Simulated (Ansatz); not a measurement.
## Electronic structure of Cl2H4Si2···NH3···H2O in real space

The calculation's input:

```
crystal:
  periodic: [false, false, false]
  atoms:
    - {symbol: Si, position_ang: [-1.409045, -0.087914, -0.319124]}
    - {symbol: Si, position_ang: [0.240196, -1.745388, -0.292582]}
    - {symbol: Cl, position_ang: [-1.576067, 1.135075, 1.386523]}
    - {symbol: Cl, position_ang: [-2.947721, -1.488394, 0.238753]}
    - {symbol: H, position_ang: [-2.098675, 0.427114, -1.521281]}
    - {symbol: H, position_ang: [0.890806, 1.310330, -0.251983]}
    - {symbol: N, position_ang: [0.118393, 1.334852, -0.923846]}
    - {symbol: H, position_ang: [2.207348, 0.203699, 1.779355]}
    - {symbol: O, position_ang: [1.692405, 0.964427, 1.500152]}
    - {symbol: H, position_ang: [0.443377, -2.164746, 1.121109]}
    - {symbol: H, position_ang: [-0.200332, -2.915961, -1.092491]}
    - {symbol: H, position_ang: [1.559155, -1.285882, -0.824752]}
    - {symbol: H, position_ang: [-0.260904, 2.275658, -0.939854]}
    - {symbol: H, position_ang: [0.480065, 1.122037, -1.847491]}
    - {symbol: H, position_ang: [0.860999, 0.915095, 1.987613]}
basis:
  gaussian: {orbitals: def2-TZVPP}
hamiltonian: {xc: pbe0, dispersion: d4}
output: {orbitals: {seedname: orbitals}}
```

Launched as:

```sh
ansatz run in.yaml --threads 5 --pin off --events-out ev --progress --plain --max-ram 66560MiB --backend cuda --devices 0, --max-vram 37GiB
```

The reactant side of a reaction path; geometry: PBE0-D4/def2-TZVP.

Computed with RKS PBE0-D4/def2-TZVPP in Ansatz 0.2.0.

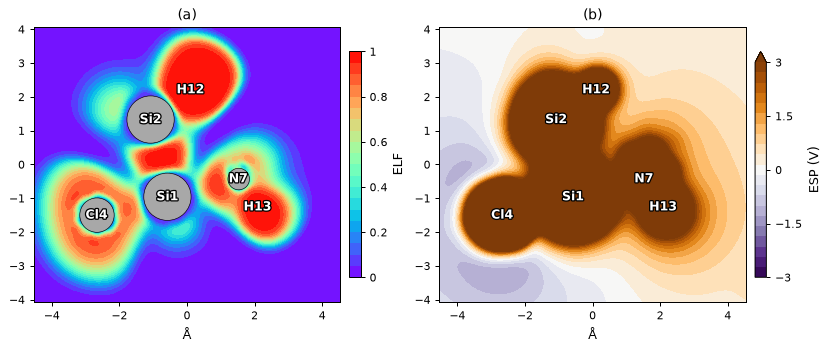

Figure 1. (a) ELF; (b) molecular electrostatic potential on the plane of atoms Si2, Si1 and Cl4. Grey discs cover the atomic cores in the ELF map.

> What do the fields say about this system?

The section cuts through Si, Cl, N and H sites. Si1···N7 (2.17 Å): the ELF peaks at about 0.95 in the valence shell of N, 0.7 Å from its nucleus, and is about 0.70 at the midpoint. Si–Si (2.34 Å): the ELF peaks at about 1 between the atoms (localised, covalent bonding). Si–Cl (2.15 Å): the ELF peaks at about 0.85 between the atoms, as expected for a shared but strongly polarised pair. N–H (1.01 Å): the ELF climbs to about 1 towards the hydrogen, as it does in any bond to H: an ordinary covalent bond to hydrogen. Si–H (1.49 Å): the ELF climbs to about 1 towards the hydrogen. The ELF also peaks beside Cl4, away from the bonds: lone-pair regions. Outside the dense part of the complex the potential is most negative (−1.2 V) near Cl4.

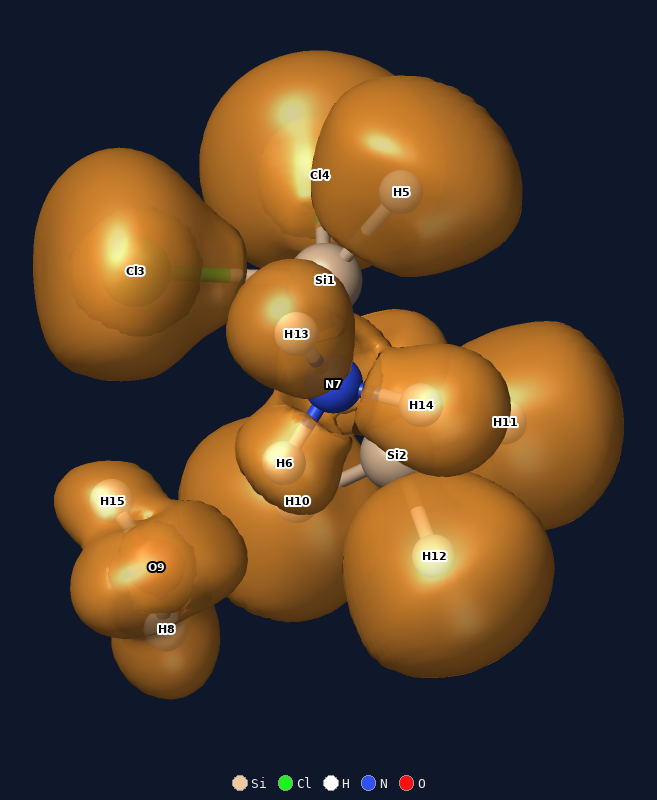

Figure 2. Isosurface of the electron localisation function at 0.75 (orange), seen at an oblique angle. Only the valence region is drawn (cores and ρ < 0.01 e/Å³ removed).

> Describe the localisation domains.

At this value the surface marks out one region between bonded Si–Si atoms (shared pairs), four regions around hydrogen nuclei, two regions on Cl in which the atom's valence shell and bonds are merged, one joined region spread over several atoms (H, N), in which their bonds and any lone pairs are merged and one joined region spread over several atoms (H, O), in which their bonds and any lone pairs are merged. Along the contacts the grid gives the following. Si–Cl (2.11 Å): the ELF peaks at about 0.90 between the atoms (a shared but strongly polarised pair).

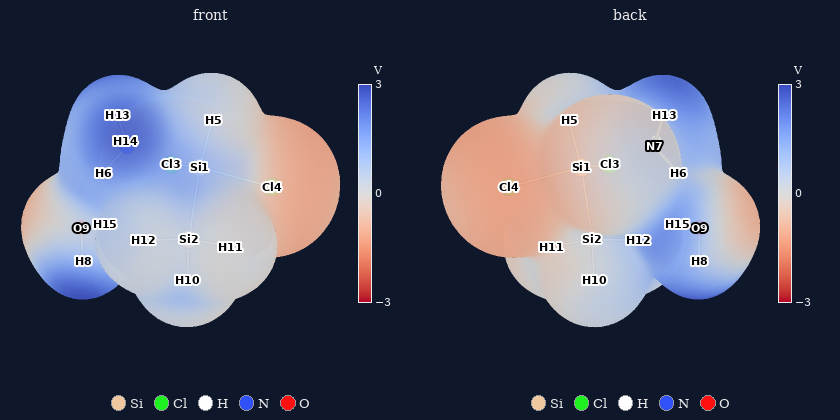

Figure 3. The molecular electrostatic potential painted on the density surface at 0.002 e/bohr³, seen from the front and from behind; the colour scale runs from red (negative) to blue (positive).

> Which sites attract a positive test charge, and which a negative one?

A positive charge is drawn to the negative regions and a negative charge to the positive ones. The most negative region (about −1.3 V) lies over Cl4, the most positive (about +2.7 V) over H8.

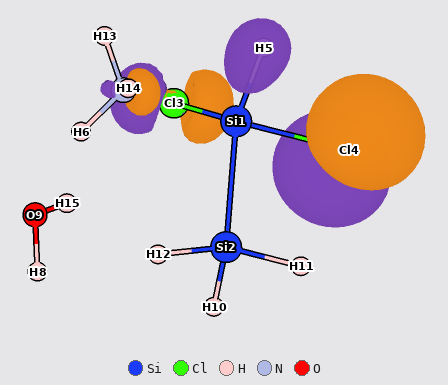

Figure 4. The HOMO−1 at ±0.15 Å⁻³ᐟ² (orange and purple are the two phases), seen at a tilt.

> What is the character of this orbital?

Its weight (Hirshfeld) is mainly on Cl4 (about 70 %) and Cl3 (about 10 %); largely a lone pair of Cl4. Its energy is −7.94 eV.
